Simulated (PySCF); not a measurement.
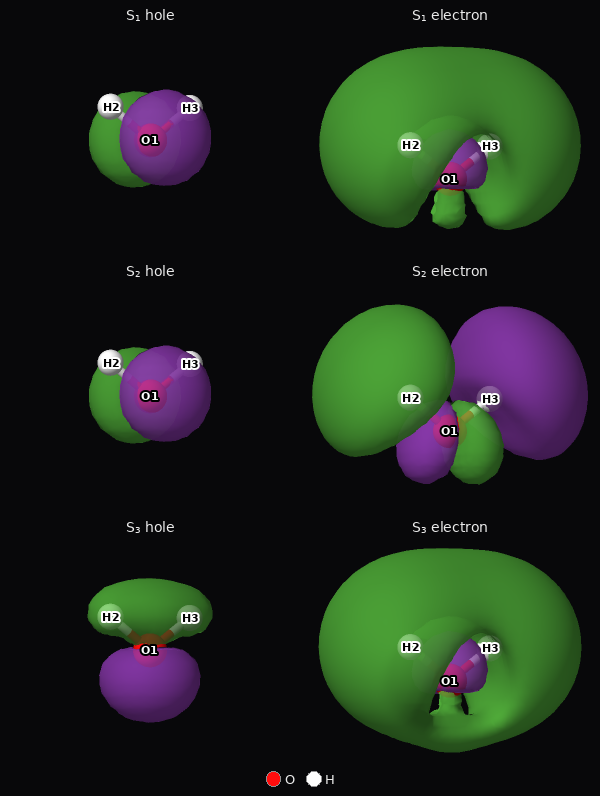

*H2O, SMILES `O`. Leading natural transition orbitals (CIS singlet states).*

Level of theory: HF/6-31G* (PySCF), at a geometry from GFN2-xTB. No frequency check shows the geometry to be a minimum. Without diffuse functions Rydberg states are missing, so the states' numbers hold for this basis only.

### Give the energy and character of each state.

By state:
- S₁: 9.61 eV (129 nm), f = 0.018, partly diffuse acceptor orbital, which a basis without diffuse functions describes poorly; the leading pair carries 100 %; hole on O1 (89 %) and H2 and H3 (5 % each), electron on H2 and H3 (33 % each) and O1 (33 %) (atom shares of so diffuse an orbital are rough); their centroids lie 0.7 Å apart.
- S₂: 11.45 eV (108 nm), f = 0.000 (dark), partly diffuse acceptor orbital, which a basis without diffuse functions describes poorly; the leading pair carries 100 %; hole on O1 (89 %) and H2 and H3 (5 % each), electron on O1 (34 %) and H2 and H3 (33 % each) (atom shares of so diffuse an orbital are rough); their centroids lie 0.6 Å apart.
- S₃: 12.24 eV (101 nm), f = 0.114 (bright), partly diffuse acceptor orbital, which a basis without diffuse functions describes poorly; the leading pair carries 98 %; hole on O1 (83 %) and H2 and H3 (8 % each), electron on O1 (33 %) and H2 and H3 (33 % each) (atom shares of so diffuse an orbital are rough); their centroids lie 0.7 Å apart.
